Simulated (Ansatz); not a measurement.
## Electronic structure of CH5F2NSi2 (SMILES N=C([SiH2]F)[SiH2]F) in real space

```yaml
atoms:
  - { symbol: N, position_ang: [1.8901, -0.3777, -0.5245] }
  - { symbol: C, position_ang: [0.6083, -0.0698, -0.2131] }
  - { symbol: Si, position_ang: [-0.4782, -1.0880, 0.9288] }
  - { symbol: F, position_ang: [0.4577, -2.4125, 1.2883] }
  - { symbol: Si, position_ang: [-0.3166, 1.4006, -0.9007] }
  - { symbol: F, position_ang: [-1.2756, 2.0160, 0.2621] }
  - { symbol: H, position_ang: [2.2026, -1.1893, -0.0660] }
  - { symbol: H, position_ang: [-1.6860, -1.4843, 0.3003] }
  - { symbol: H, position_ang: [-0.7236, -0.3704, 2.2629] }
  - { symbol: H, position_ang: [0.5806, 2.5055, -1.3123] }
  - { symbol: H, position_ang: [-1.1940, 1.0128, -2.0051] }
```

These are results of Ansatz 0.2.0, SCF r2SCAN, Gaussian basis, not measurements.

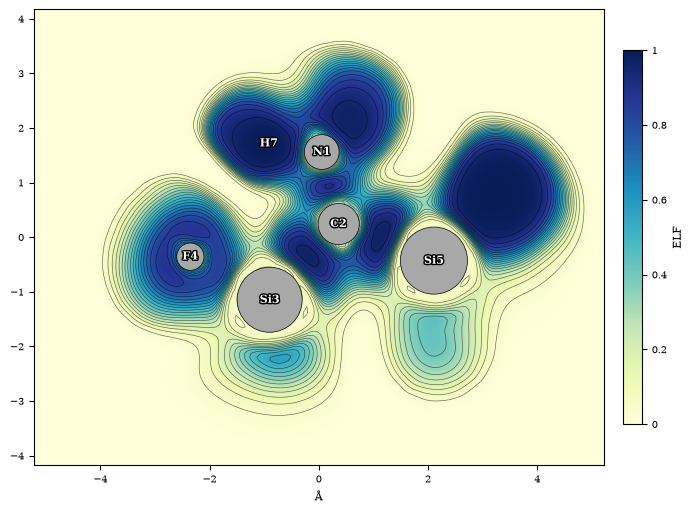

Figure 1. Electron localisation function on the plane of atoms Si3, C2 and Si5. Grey discs cover the atomic cores.

Question: What does the map show?

Answer:
- The section cuts through N, C, Si, F and H sites.
- C–N (1.35 Å): the ELF peaks at about 0.90 between the atoms: localised, covalent bonding.
- C–Si (1.87 Å): the ELF peaks at about 0.95 between the atoms (localised, covalent bonding).
- N–H (0.98 Å): the ELF climbs to about 1 towards the hydrogen, as it does in any bond to H; an ordinary covalent bond to hydrogen.
- The ELF also peaks beside F4 and N1, away from the bonds: lone-pair regions.

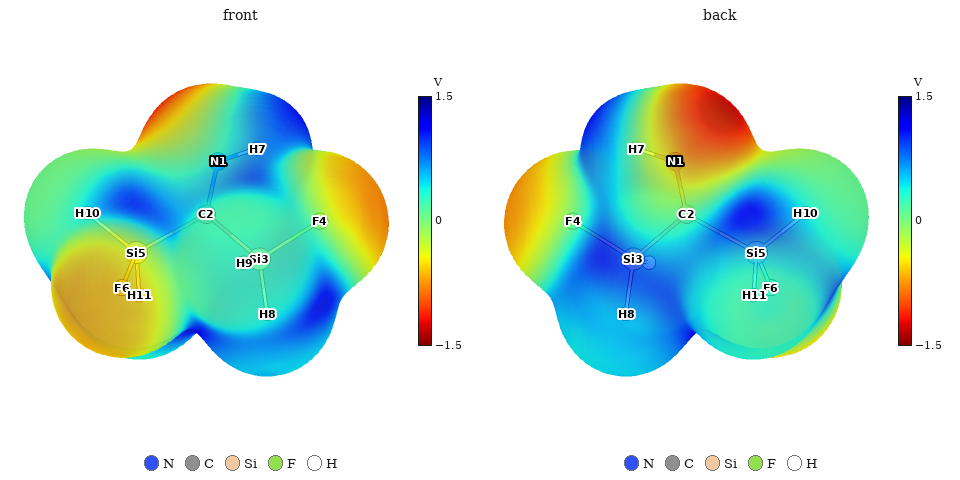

Figure 2. The electrostatic potential painted on the density surface at 0.001 e/bohr³, seen from the front and from behind; the colour scale runs from red (negative) to blue (positive).

Question: Describe the electrostatic potential map.

Answer: The most negative region (about −1.3 V) lies over N1, the most positive (about +1.2 V) over Si3 and Si5. N1 is the likeliest acceptor of a hydrogen bond.

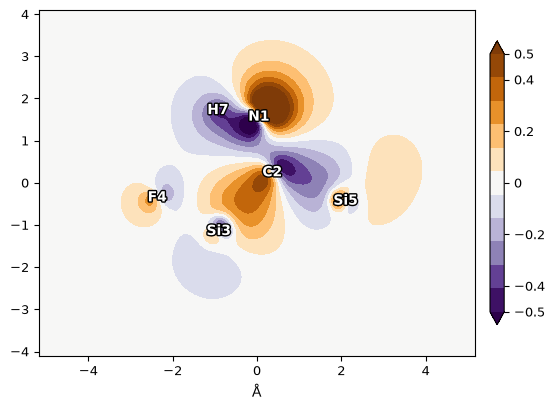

Figure 3. The HOMO on the plane of atoms N1, C2 and Si3 (values in Å⁻³ᐟ²; the overall sign is arbitrary).

Question: Describe this orbital and give its energy.

Answer: Its weight (Hirshfeld) is mainly on N1 (about 50 %), C2 (about 20 %), Si3 (about 10 %), Si5 (about 10 %) and H7 (about 5 %). Its energy is −6.31 eV.

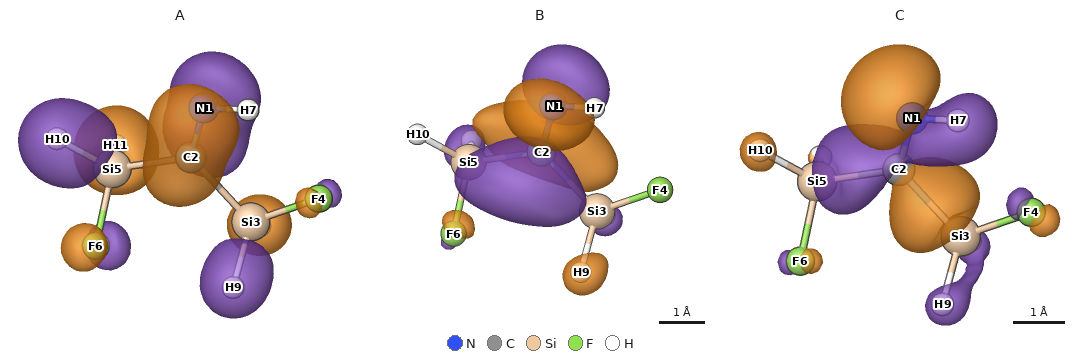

Figure 4. Three frontier orbitals at ±0.1 Å⁻³ᐟ² (orange and purple are the two phases), in no order.

Question: Order the three orbitals by energy and name them.

Answer: A is the HOMO−1 (−8.35 eV). Its weight (Hirshfeld) is mainly on N1 (about 30 %), C2 (about 20 %), Si5 (about 10 %), H11 (about 10 %) and H10 (about 10 %). C is the HOMO (−6.31 eV). By Hirshfeld shares it lies mainly on N1 (about 50 %), C2 (about 20 %), Si3 (about 10 %), Si5 (about 10 %) and H7 (about 5 %). B is the LUMO (−3.19 eV). It lies mainly on N1 (about 40 %) and C2 (about 30 %); π-antibonding (π*) across N1–C2.

Question: What is the HOMO–LUMO gap?

Answer: 3.12 eV between the orbital energies.
